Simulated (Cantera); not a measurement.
A closed system holds: 1 mol Si3N4, 54 mol H2, 1.5 mol O2, 1 mol N2, at 12.0 Pa.

Cantera equilibrium calculation (NASA polynomials, part measured and part estimated; ideal gas, pure solids and liquids). Candidate condensed phases: H2O, Si, SiO2, Si2N2O, Si3N4; 35 gas species. Mutual solubility and eutectic melting of coexisting phases are not modelled. The tables hold silica as quartz up to 1696 K and as liquid above; real silica turns to tridymite and cristobalite and melts near 1996 K. Equilibrium is a limit: real reactors are often held back by kinetics, nucleation or transport.

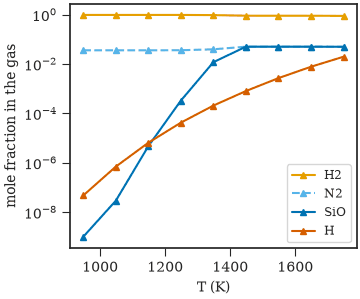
*Equilibrium gas composition (values under 1e-9 drawn at 1e-9)*

From 948 K to 1348 K the condensed part is SiO2(β-quartz) + Si2N2O(s). From 1448 K to 1748 K nothing is condensed.
